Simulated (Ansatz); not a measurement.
## Ligand exchange: C3H4Cl2Si + HfCl4 → C2HCl3Si + Hf(CH3)Cl3

Species: C3H4Cl2Si `C#C[Si](C)(Cl)Cl`, singlet; HfCl4 (hafnium tetrachloride) `[Cl][Hf]([Cl])([Cl])[Cl]`, singlet; C2HCl3Si `C#C[Si](Cl)(Cl)Cl`, singlet; Hf(CH3)Cl3, singlet. The partners trade CH3 for Cl: Si–CH3 and Hf–Cl bonds give way to Si–Cl and Hf–CH3.

Shapes, held fixed at every level: PBE0-D4/def2-TZVP. Programs: Ansatz 0.2.0. The zero-point and thermal change to 298 K, harmonic and unscaled (PBE0-D4/def2-TZVP), is -4.5 kJ/mol.

| level | kind | ΔH(298 K) (kJ/mol) | less CCSD(T)/def2-TZVPP | CPU time (sum over the molecules) |
| --- | --- | --- | --- | --- |
| PBE-D4/def2-TZVPP | GGA | +109.3 | -3.3 | 47 s |
| B3LYP-D4/def2-TZVPP | global hybrid | +112.2 | -0.4 | 1.8 min |
| PBE0-D4/def2-TZVPP | global hybrid | +111.5 | -1.1 | 72 s |
| B2PLYP/def2-TZVPP | double hybrid | +114.2 | +1.6 | 1.8 min |
| MP2/def2-SVP | perturbation theory | +118.9 | +6.3 | – |
| CCSD/def2-SVP | coupled cluster or CI | +116.8 | +4.2 | – |
| CCSD(T)/def2-TZVPP | coupled cluster or CI | +112.6 | 0.0 | 37 min |

The highest level, CCSD(T)/def2-TZVPP, gives ΔH(298 K) = +112.6 kJ/mol; the levels span +109.3 to +118.9. The column of differences is taken from that level and isn't an error. No measured value is set beside it here. For atoms past krypton def2 sets carry core potentials with scalar relativity. Outer-core shells of Hf are correlated, in sets that cover them unevenly. Times are processor times on shared x86 and Arm servers, and rough.

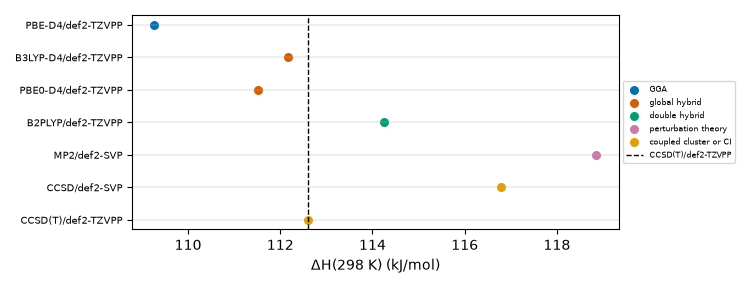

The values of the table, level by level.
